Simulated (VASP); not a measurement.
# Mg(0001) over its thickness, part 7 of 7

How many layers does a slab of Mg(0001) need before surface energy, work function and relaxation settle?

VASP 6.6.1; PBE; plane waves and PAW (Mg).

So far. Step 19 (The vacuum level, layers 11): The vacuum level lies 3.71 eV above the Fermi level at the upper face; both faces agree, as the slab has next to no dipole. Step 20 (Relaxing the slab, layers 12): The run ended after 20 ionic steps, 0.005 eV below its first step, once the forces on the free atoms met EDIFFG = -0.01.

## 21. The vacuum level, layers 12

File INCAR:

```
SYSTEM = Mg
PREC = Normal
ENCUT = 320
EDIFF = 1E-06
NELM = 120
ISMEAR = 1
SIGMA = 0.15
LREAL = .FALSE.
ALGO = Fast
GGA = PE
NBANDS = 24
LORBIT = 11
LWAVE = .FALSE.
LCHARG = .FALSE.
KPAR = 4
IDIPOL = 3
LDIPOL = .TRUE.
DIPOL = 0.5 0.5 0.5
LVHAR = .TRUE.
LVACPOTAV = .TRUE.
```

File POSCAR:

```
Mg
1.0
    3.1860766385      0.0000000000      0.0000000000
    1.5930383192      2.7592233073      0.0000000000
    0.0000000000      0.0000000000     43.6041828875
Mg
12
Direct
    0.6666666700      0.6666666700      0.1741887779
    0.0000000000      0.0000000000      0.2344483717
    0.6666666700      0.6666666700      0.2936520609
    0.0000000000      0.0000000000      0.3528011242
    0.6666666700      0.6666666700      0.4116777988
    0.0000000000      0.0000000000      0.4706748300
    0.6666666700      0.6666666700      0.5293251700
    0.0000000000      0.0000000000      0.5883222012
    0.6666666700      0.6666666700      0.6471988758
    0.0000000000      0.0000000000      0.7063479391
    0.6666666700      0.6666666700      0.7655516283
    0.0000000000      0.0000000000      0.8258112221
```

File KPOINTS:

```
Automatic mesh
0
Gamma
12 12 1
0 0 0
```

The projector-augmented-wave data sets are Mg (PBE family, release 64).

The run is started by

```sh
$ mpirun -np 4 vasp_std
```

The log of the run:

```text
[... set-up lines as in an earlier step ...]
 entering main loop
       N       E                     dE             d eps       ncg     rms          rms(c)
DAV:   1     0.218233637093E+02    0.21823E+02   -0.51069E+03   920   0.474E+02
DAV:   2    -0.160131035482E+02   -0.37836E+02   -0.35225E+02  1176   0.756E+01
DAV:   3    -0.176692566849E+02   -0.16562E+01   -0.16043E+01  1272   0.143E+01
DAV:   4    -0.177087905614E+02   -0.39534E-01   -0.39498E-01  1240   0.260E+00
[...]
RMM:  20    -0.174352590961E+02   -0.58594E-05   -0.26474E-07   683   0.148E-03    0.264E-04
RMM:  21    -0.174352605652E+02   -0.14691E-05   -0.25324E-08   485   0.948E-04    0.123E-04
RMM:  22    -0.174352612895E+02   -0.72433E-06   -0.20042E-08   435   0.857E-04
 [... a notice as in an earlier step ...]

   1 F= -.17435261E+02 E0= -.17433565E+02  d E =-.508958E-02
```

It took 62 s on 4 MPI ranks of AMD EPYC 7571, shared host; peak memory 0.8 GiB; 4 min of CPU time.

Parts of OUTCAR (step 21):

```text
  Total       -0.1710409     -0.1710409      0.0000857      0.0000000      0.0000000      0.0000000
  in kB       -0.7148902     -0.7148902      0.0003581      0.0000000      0.0000000      0.0000000
  external PRESSURE =      -0.4764741 kB  Pullay stress =       0.0000000 kB

 POSITION                                       TOTAL-FORCE (eV/Angst)
 -----------------------------------------------------------------------------------
      3.18608      1.83948      7.59536         0.000000      0.000000      0.000013
      0.00000      0.00000     10.22293         0.000000      0.000000     -0.001391
      3.18608      1.83948     12.80446        -0.000000      0.000000      0.007887
      0.00000      0.00000     15.38360         0.000000     -0.000000     -0.009733
      3.18608      1.83948     17.95087        -0.000000      0.000000      0.002391
      0.00000      0.00000     20.52339        -0.000000     -0.000000     -0.002929
      3.18608      1.83948     23.08079         0.000000      0.000000      0.002929
      0.00000      0.00000     25.65331         0.000000     -0.000000     -0.002391
      3.18608      1.83948     28.22058        -0.000000     -0.000000      0.009733
      0.00000      0.00000     30.79972         0.000000      0.000000     -0.007887
      3.18608      1.83948     33.38125        -0.000000     -0.000000      0.001391
      0.00000      0.00000     36.00882        -0.000000     -0.000000     -0.000013
 -----------------------------------------------------------------------------------
    total drift:                                0.000107      0.000062      0.000009

  FREE ENERGIE OF THE ION-ELECTRON SYSTEM (eV)
  ---------------------------------------------------
  free  energy   TOTEN  =       -17.4352612895 eV

  energy  without entropy=      -17.4301717083  energy(sigma->0) =      -17.43356476

[... 2 parts as in an earlier step ...]

[... 1 further part left out ...]
[key lines of the parts left out:]
E-fermi :   0.8567
```

The planar average of the electrostatic potential oscillates, so the rows of the table below give means over windows of 2.61 Å about each position, cut where the curve ends. Its maxima inside the range that stand out by 2 % of the span (Å: eV): 8.9: 0.992, 11.5: 0.891, 14.1: 0.897, 16.7: 0.859, 19.2: 0.859, 21.8: 0.854, 24.4: 0.859, 26.9: 0.859, 29.5: 0.897, 32.1: 0.891, 34.7: 0.992. Its minima: 7.6: -6.45, 10.2: -6.39, 12.8: -6.40, 15.3: -6.41, 17.9: -6.46, 20.6: -6.42, 23.1: -6.42, 25.7: -6.46, 28.3: -6.41, 30.8: -6.40, 33.4: -6.39, 36.0: -6.45.

Zero at the Fermi level. Table of planar average of the electrostatic potential by height; means over each step:

| height (Å) | planar average of the electrostatic potential (eV) |
| --- | --- |
| 1.30 | 3.70 |
| 3.92 | 3.67 |
| 6.53 | -0.641 |
| 9.14 | -2.54 |
| 11.75 | -2.68 |
| 14.36 | -2.70 |
| 16.97 | -2.74 |
| 19.58 | -2.72 |
| 22.19 | -2.74 |
| 24.80 | -2.72 |
| 27.41 | -2.72 |
| 30.02 | -2.67 |
| 32.63 | -2.65 |
| 35.24 | -2.58 |
| 37.85 | 2.10 |
| 40.46 | 3.69 |
| 43.07 | 3.70 |

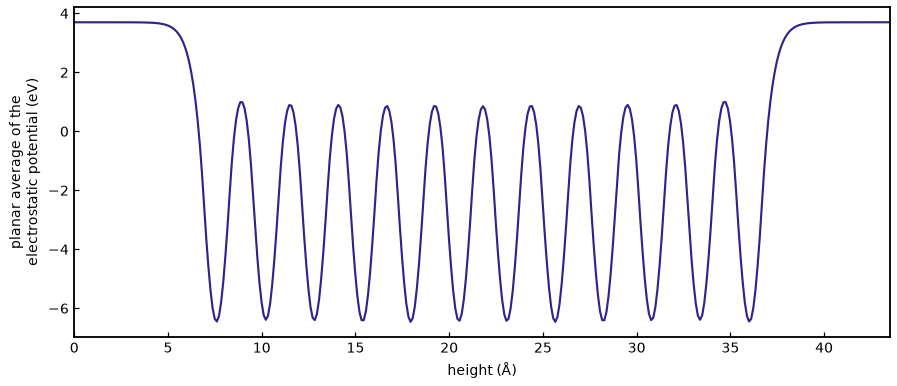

Planar average of the electrostatic potential, plotted against height.

The vacuum level lies 3.70 eV above the Fermi level at the upper face; both faces agree, as the slab has next to no dipole.

The program found no field-free point at its default tolerance, but its printed level agrees with the flat part of the planar average.

## 22. Surface relaxation, layers 14

System of this step: Mg(0001). The cell holds 14 atoms: 14 Mg. Cell: a = 3.186 Å, b = 3.186 Å, c = 48.805 Å, α = 90.0°, β = 90.0°, γ = 60.0°. It derives from Mg. 14 layers of hcp Mg, cut at this functional's lattice. Vacuum lies along c.

File INCAR:

```
SYSTEM = Mg
PREC = Normal
ENCUT = 320
EDIFF = 1E-06
NELM = 120
ISMEAR = 1
SIGMA = 0.15
LREAL = Auto
ALGO = Fast
GGA = PE
NBANDS = 28
LORBIT = 11
LWAVE = .FALSE.
LCHARG = .FALSE.
KPAR = 4
IBRION = 2
NSW = 50
ISIF = 2
EDIFFG = -0.01
POTIM = 0.4
MAXMIX = 40
```

File POSCAR:

```
Mg
1.0
    3.1860766385      0.0000000000      0.0000000000
    1.5930383192      2.7592233073      0.0000000000
    0.0000000000      0.0000000000     48.8049434125
Mg
14
Direct
    0.6666666700      0.6666666700      0.1536729600
    0.0000000000      0.0000000000      0.2069540400
    0.6666666700      0.6666666700      0.2602351200
    0.0000000000      0.0000000000      0.3135162100
    0.6666666700      0.6666666700      0.3667972900
    0.0000000000      0.0000000000      0.4200783700
    0.6666666700      0.6666666700      0.4733594600
    0.0000000000      0.0000000000      0.5266405400
    0.6666666700      0.6666666700      0.5799216300
    0.0000000000      0.0000000000      0.6332027100
    0.6666666700      0.6666666700      0.6864837900
    0.0000000000      0.0000000000      0.7397648800
    0.6666666700      0.6666666700      0.7930459600
    0.0000000000      0.0000000000      0.8463270400
```

KPOINTS is that of step 21.

The run is started by

```sh
$ mpirun -np 4 vasp_std
```

The log of the run:

```text
[banner, memory and clock lines left out]
running    4 mpi-ranks, on    1 nodes
[...]
LDA part: xc-table for (Slater+PW92), standard interpolation
 POSCAR, INCAR and KPOINTS ok, starting setup
[...]
entering main loop
       N       E                     dE             d eps       ncg     rms          rms(c)
DAV:   1     0.244787808691E+02    0.24479E+02   -0.58542E+03  1064   0.474E+02
DAV:   2    -0.185627894440E+02   -0.43042E+02   -0.39717E+02  1332   0.759E+01
DAV:   3    -0.206732472204E+02   -0.21105E+01   -0.20375E+01  1428   0.147E+01
DAV:   4    -0.207240320416E+02   -0.50785E-01   -0.50671E-01  1436   0.272E+00
[...]
RMM:  20    -0.204403481129E+02   -0.93603E-05   -0.27766E-07   674   0.146E-03    0.306E-04
RMM:  21    -0.204403524963E+02   -0.43834E-05   -0.11753E-07   580   0.105E-03    0.122E-04
RMM:  22    -0.204403531568E+02   -0.66056E-06   -0.24998E-08   519   0.823E-04
   1 F= -.20440353E+02 E0= -.20435994E+02  d E =-.204404E+02
[...]
4 F= -.20442018E+02 E0= -.20437572E+02  d E =-.166499E-02
   5 F= -.20442095E+02 E0= -.20437660E+02  d E =-.174170E-02
   6 F= -.20442247E+02 E0= -.20437809E+02  d E =-.152584E-03
   7 F= -.20442477E+02 E0= -.20438029E+02  d E =-.382156E-03
   8 F= -.20442482E+02 E0= -.20438033E+02  d E =-.386843E-03
   9 F= -.20442615E+02 E0= -.20438160E+02  d E =-.132950E-03
  10 F= -.20442807E+02 E0= -.20438342E+02  d E =-.324878E-03
  11 F= -.20442968E+02 E0= -.20438520E+02  d E =-.161755E-03
  12 F= -.20443363E+02 E0= -.20438962E+02  d E =-.556360E-03
  13 F= -.20443530E+02 E0= -.20439224E+02  d E =-.723301E-03
  14 F= -.20443571E+02 E0= -.20439237E+02  d E =-.764055E-03
  15 F= -.20443634E+02 E0= -.20439308E+02  d E =-.638632E-04
  16 F= -.20443820E+02 E0= -.20439516E+02  d E =-.249077E-03
  17 F= -.20444147E+02 E0= -.20439888E+02  d E =-.576579E-03
  18 F= -.20444445E+02 E0= -.20440280E+02  d E =-.874291E-03
  19 F= -.20444858E+02 E0= -.20440695E+02  d E =-.412631E-03
  20 F= -.20445384E+02 E0= -.20441232E+02  d E =-.938974E-03
  21 F= -.20445565E+02 E0= -.20441408E+02  d E =-.180806E-03
 trial-energy change:   -0.000181  1 .order   -0.000183   -0.000234   -0.000132
 step:   8.2459(harm=  8.2459)  dis= 0.00671  next Energy=   -20.445653 (dE=-0.269E-03)
 reached required accuracy - stopping structural energy minimisation
```

The job ended after 6.7 min (4 MPI ranks; peak memory 0.94 GiB).

Parts of OUTCAR (step 22):

```text
  Total       -0.1824426     -0.1824426     -0.2544946      0.0000000      0.0000000      0.0000000
  in kB       -0.6812869     -0.6812869     -0.9503471      0.0000000      0.0000000      0.0000000
  external PRESSURE =      -0.7709736 kB  Pullay stress =       0.0000000 kB

 POSITION                                       TOTAL-FORCE (eV/Angst)
 -----------------------------------------------------------------------------------
      3.18608      1.83948      7.55655        -0.000000     -0.000000      0.004613
      0.00000      0.00000     10.19185        -0.000000     -0.000000      0.008384
      3.18608      1.83948     12.78256        -0.000000     -0.000000     -0.001313
      1.59304      2.75922     15.36805        -0.000000     -0.000000     -0.009282
      3.18608      1.83948     17.95222         0.000000     -0.000000      0.002146
      0.00000      0.00000     20.53768         0.000000      0.000000     -0.002042
      3.18608      1.83948     23.11007        -0.000000     -0.000000      0.007483
      0.00000      0.00000     25.69487         0.000000      0.000000     -0.007483
      3.18608      1.83948     28.26726        -0.000000      0.000000      0.002042
      0.00000      0.00000     30.85273        -0.000000      0.000000     -0.002146
      3.18608      1.83948     33.43689         0.000000     -0.000000      0.009282
      1.59304      2.75922     36.02239         0.000000      0.000000      0.001313
      3.18608      1.83948     38.61309         0.000000     -0.000000     -0.008384
      0.00000      0.00000     41.24839         0.000000     -0.000000     -0.004613
 -----------------------------------------------------------------------------------
    total drift:                                0.000124      0.000072     -0.000020

  FREE ENERGIE OF THE ION-ELECTRON SYSTEM (eV)
  ---------------------------------------------------
  free  energy   TOTEN  =       -20.4455647018 eV

  energy  without entropy=      -20.4330937924  energy(sigma->0) =      -20.44140773

[... 1 part as in an earlier step ...]

[... 3 further parts left out ...]
[key lines of the parts left out:]
E-fermi :   1.0418
```

The run ended after 21 ionic steps, 0.005 eV below its first step, once the forces on the free atoms met EDIFFG = -0.01.

## 23. The vacuum level, layers 14

Changes to INCAR since step 22:

```diff
@@ -15,7 +15,6 @@
 KPAR = 4
-IBRION = 2
-NSW = 50
-ISIF = 2
-EDIFFG = -0.01
-POTIM = 0.4
-MAXMIX = 40
+IDIPOL = 3
+LDIPOL = .TRUE.
+DIPOL = 0.5 0.5 0.5
+LVHAR = .TRUE.
+LVACPOTAV = .TRUE.
```

File POSCAR:

```
Mg
1.0
    3.1860766385      0.0000000000      0.0000000000
    1.5930383192      2.7592233073      0.0000000000
    0.0000000000      0.0000000000     48.8049434125
Mg
14
Direct
    0.6666666700      0.6666666700      0.1548316406
    0.0000000000      0.0000000000      0.2088282565
    0.6666666700      0.6666666700      0.2619110883
    0.0000000000      0.0000000000      0.3148872299
    0.6666666700      0.6666666700      0.3678360353
    0.0000000000      0.0000000000      0.4208114877
    0.6666666700      0.6666666700      0.4735190183
    0.0000000000      0.0000000000      0.5264809817
    0.6666666700      0.6666666700      0.5791885123
    0.0000000000      0.0000000000      0.6321639647
    0.6666666700      0.6666666700      0.6851127701
    0.0000000000      0.0000000000      0.7380889117
    0.6666666700      0.6666666700      0.7911717435
    0.0000000000      0.0000000000      0.8451683594
```

KPOINTS is that of step 22.

The run is started by

```sh
$ mpirun -np 4 vasp_std
```

The log of the run:

```text
[... set-up lines as in an earlier step ...]
 entering main loop
       N       E                     dE             d eps       ncg     rms          rms(c)
DAV:   1     0.246855890063E+02    0.24686E+02   -0.58574E+03  1064   0.474E+02
DAV:   2    -0.185352271217E+02   -0.43221E+02   -0.39874E+02  1332   0.761E+01
DAV:   3    -0.206807761165E+02   -0.21455E+01   -0.20644E+01  1412   0.147E+01
DAV:   4    -0.207352228790E+02   -0.54447E-01   -0.54308E-01  1428   0.279E+00
[...]
RMM:  20    -0.204455593041E+02   -0.89359E-05   -0.20763E-07   804   0.141E-03    0.342E-04
RMM:  21    -0.204455638912E+02   -0.45871E-05   -0.10325E-07   659   0.104E-03    0.150E-04
RMM:  22    -0.204455648277E+02   -0.93651E-06   -0.18678E-08   520   0.815E-04
 [... a notice as in an earlier step ...]

   1 F= -.20445565E+02 E0= -.20441408E+02  d E =-.124691E-01
```

Wall time 71 s (4 MPI ranks); peak memory 0.85 GiB; 4.6 min of CPU time.

OUTCAR, selected parts (step 23):

```text
  Total       -0.1824352     -0.1824352     -0.2541446      0.0000000      0.0000000      0.0000000
  in kB       -0.6812592     -0.6812592     -0.9490403      0.0000000      0.0000000      0.0000000
  external PRESSURE =      -0.7705196 kB  Pullay stress =       0.0000000 kB

 POSITION                                       TOTAL-FORCE (eV/Angst)
 -----------------------------------------------------------------------------------
      3.18608      1.83948      7.55655        -0.000000     -0.000000      0.004695
      0.00000      0.00000     10.19185         0.000000     -0.000000      0.008449
      3.18608      1.83948     12.78256         0.000000      0.000000     -0.001251
      0.00000      0.00000     15.36805        -0.000000     -0.000000     -0.009307
      3.18608      1.83948     17.95222         0.000000      0.000000      0.002166
      0.00000      0.00000     20.53768         0.000000      0.000000     -0.001966
      3.18608      1.83948     23.11007         0.000000      0.000000      0.007480
      0.00000      0.00000     25.69487        -0.000000     -0.000000     -0.007480
      3.18608      1.83948     28.26726        -0.000000     -0.000000      0.001966
      0.00000      0.00000     30.85273        -0.000000     -0.000000     -0.002166
      3.18608      1.83948     33.43689        -0.000000      0.000000      0.009307
      0.00000      0.00000     36.02239        -0.000000     -0.000000      0.001251
      3.18608      1.83948     38.61309        -0.000000      0.000000     -0.008449
      0.00000      0.00000     41.24839         0.000000     -0.000000     -0.004695
 -----------------------------------------------------------------------------------
    total drift:                                0.000124      0.000072     -0.000020

  FREE ENERGIE OF THE ION-ELECTRON SYSTEM (eV)
  ---------------------------------------------------
  free  energy   TOTEN  =       -20.4455648277 eV

  energy  without entropy=      -20.4330957169  energy(sigma->0) =      -20.44140846

[... 2 parts as in an earlier step ...]

[... 1 further part left out ...]
[key lines of the parts left out:]
E-fermi :   1.0418
```

The vacuum level lies 3.71 eV above the Fermi level at the upper face; both faces agree, as the slab has next to no dipole.

The program found no field-free point at its default tolerance, but its printed level agrees with the flat part of the planar average.

## 24. All thicknesses together

This step: a metal face over its thickness, PBE; plane waves and PAW (VASP 6.6.1).

This step runs nothing: it gathers the runs above.

This step gave:

* slope energy per layer: -1.503 eV
* surface energy from the fit: 0.5417 J/m²

Symmetric slabs, all atoms free; energies from the ends of the relaxations. Thickness series, by row:

| layers | slab energy plus 1.0 eV a layer (eV) | surface energy from the bulk run (J/m²) | work function (eV) | change of the top spacing (%) |
| --- | --- | --- | --- | --- |
| 4 | -1.41 | 0.5644 | 3.808 | 2.6 |
| 5 | -1.919 | 0.563 | 3.767 | 2.787 |
| 6 | -2.403 | 0.5843 | 3.714 | 1.594 |
| 7 | -2.919 | 0.5766 | 3.683 | 0.6392 |
| 8 | -3.426 | 0.5762 | 3.647 | 0.6872 |
| 9 | -3.935 | 0.5752 | 3.666 | 0.307 |
| 10 | -4.441 | 0.5761 | 3.691 | 1.378 |
| 11 | -4.931 | 0.5922 | 3.709 | 1.27 |
| 12 | -5.434 | 0.5966 | 3.699 | 1.046 |
| 14 | -6.441 | 0.6028 | 3.705 | 1.343 |

The third column takes -1.5074 eV an atom from the bulk run, over twice the area of 8.791 Å². The fit needs no bulk run: the intercept of energy against layers is twice the area times the surface energy.

## 25. Results

- surface energy from the fit: 0.542 J/m²
- slope energy per layer: -1.50 eV

A straight line through the slab energies from 7 to 12 layers gives a surface energy of 0.54 J/m² for Mg(0001); with one or two rows fewer at either end it runs from 0.50 to 0.58. Its slope differs from the bulk run's energy by 4.7 meV a layer, and the value counted from the bulk run goes from 0.56 J/m² at 4 layers to 0.60 at 12. Over the series the work function lies between 3.65 and 3.81 eV, and the top spacing changes by +0.3 to +2.8 %. Slabs of more than 12 layers ran with LREAL = Auto and the others without, so they are kept out of the line. The top spacing is counted from the bulk run's spacing, and the inner spacings of a slab can differ from that too. Swings with thickness mix quantum size effects with the sampling of the mesh and the force threshold.

[Lines on the potential files, build, host, timing and source positions are cut from VASP's logs without a mark.]

[Logs are printed without paths, hosts, clocks, repeated set-up lines and the standing remarks that a program may print on its own settings, such as how far it seeks lower states.]

[Hosts, paths, dates, database ids (printed as entryN), source tags and the programs' standing remarks are cut or masked in the printed files.]

[Runs that stopped without an error message from VASP are left out.]
